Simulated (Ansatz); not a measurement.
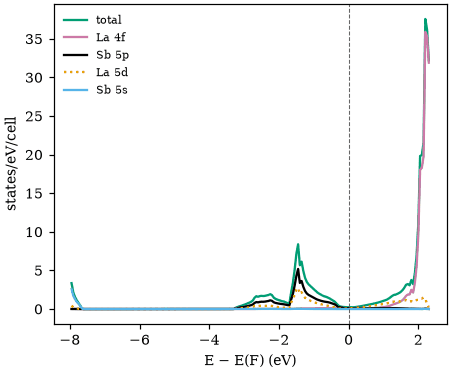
Figure. Total and projected density of states of LaSb (rock salt, space group No. 225), the program Ansatz at the PBEsol level (PAW)

**Question.** Which orbitals carry the states next to the Fermi level?

**Answer.** Within 0.5 eV of the Fermi level: Sb 5p 48 %, La 5d 37 %, La 4f 12 %. Projections are on Löwdin-orthogonalised atomic valence shells; empty p or d shells of many metals are not among them.

**Question.** Where is the tallest occupied peak in this window, and what makes it?

**Answer.** Near -1.4 eV, about 8.4 states/eV per cell; the largest projected share is Sb 5p.

Space group Fm-3m (rock salt). The workflow started from an entry of the Crystallography Open Database (COD). Whether it is the stable phase at ambient conditions was not checked. The PBEsol relaxation kept the symmetry of its start; of distortions, only those at the zone centre were tested. Scalar-relativistic: spin–orbit coupling is off unless named, which matters more the heavier the elements.

Potentials: the later of the program's two PAW sets.
